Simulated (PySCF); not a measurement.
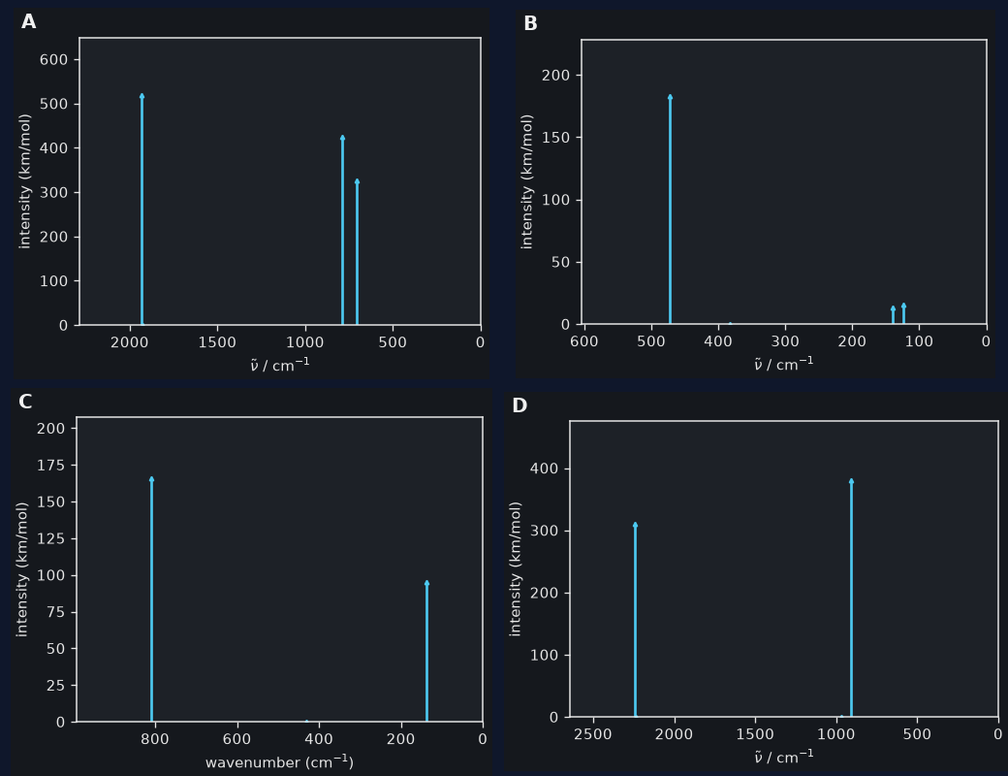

Unscaled harmonic wavenumbers and double-harmonic intensities, PBE0/def2-TZVP with PySCF 2.14.0, isolated molecule. Structures are the lowest points that the searches found. Degenerate modes count as one line, with their intensities summed.

### Assign the panels.
1. AlCl₂⁺, singlet
2. SiH₄, singlet
3. GaCl₃, singlet
4. AlH₃, singlet

A: 4 (most intense lines at 1934.2, 788.2 and 703.5 cm⁻¹)
B: 3 (most intense lines at 472.8, 123.9 and 140.1 cm⁻¹)
C: 1 (most intense lines at 809.4 and 137.3 cm⁻¹)
D: 2 (most intense lines at 907.5 and 2244.5 cm⁻¹)

Caveats, for all or some of the runs: no scalar relativity.
